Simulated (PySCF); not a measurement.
# CHBiN (Bi(HCN)3+): the cost of one run

Method: PBE0, Bi def2-SVP with ECP60, N def2-SVP, C def2-SVP, H def2-SVP; scalar-relativistic core potentials, no spin–orbit coupling; program: PySCF 2.14.0.

1 further run of the same task is left out (for a known fault of the program).

## Step 1: The starting structure

4 atoms, charge 3, spin multiplicity 1.

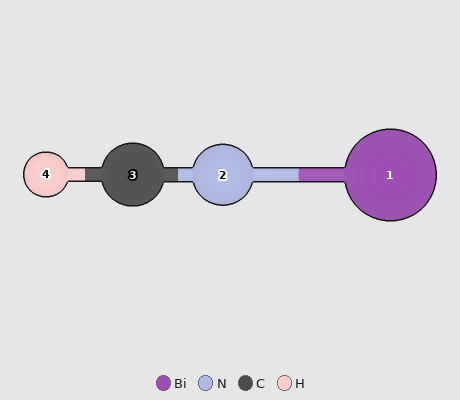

The structure; bismuth purple, nitrogen light blue, carbon dark grey, hydrogen pink; atoms are numbered from 1 in the order of the file.

Geometry (Å):

```xyz
4
CHBiN
Bi    0.00000    0.00000   -0.22050
N     0.00000    0.00000    1.95697
C     0.00000    0.00000    3.12697
H     0.00000    0.00000    4.25205
```

Formal oxidation states: Bi +3. An earlier session relaxed this geometry at PBE0, Bi def2-SVP with ECP60, N def2-SVP, C def2-SVP, H def2-SVP (singlet, point group C∞v).

Its energy there is -306.339193 Eh.

## Step 2: One electron removed, multiplicity 2

Contents of run.py (the lines that set the calculation):

```python
mol = gto.M(atom='''
Bi     0.00000     0.00000    -0.22050
N      0.00000     0.00000     1.95697
C      0.00000     0.00000     3.12697
H      0.00000     0.00000     4.25205''',
    basis={'Bi': 'def2-SVP', 'N': 'def2-SVP', 'C': 'def2-SVP', 'H': 'def2-SVP'},
    ecp={'Bi': 'def2-SVP'},
    charge=4, spin=1)
mf = dft.UKS(mol, xc='PBE0')
mf.grids.atom_grid = (50, 194)
mf = mf.density_fit()  # fitting sets: Bi def2-universal-JKFIT, N def2-universal-JKFIT, C def2-universal-JKFIT, H def2-universal-JKFIT
mf.conv_tol = 1e-08; mf.max_cycle = 55
mf.kernel(dm0)  # dm0: the density of the relaxed state
```

Started as:

```
> OMP_NUM_THREADS=2 python run.py
```

**Question.** How long does this run take on 2 threads of Intel Xeon at 2.50GHz (Skylake/Cascade Lake), shared host?

About 2.6 s.
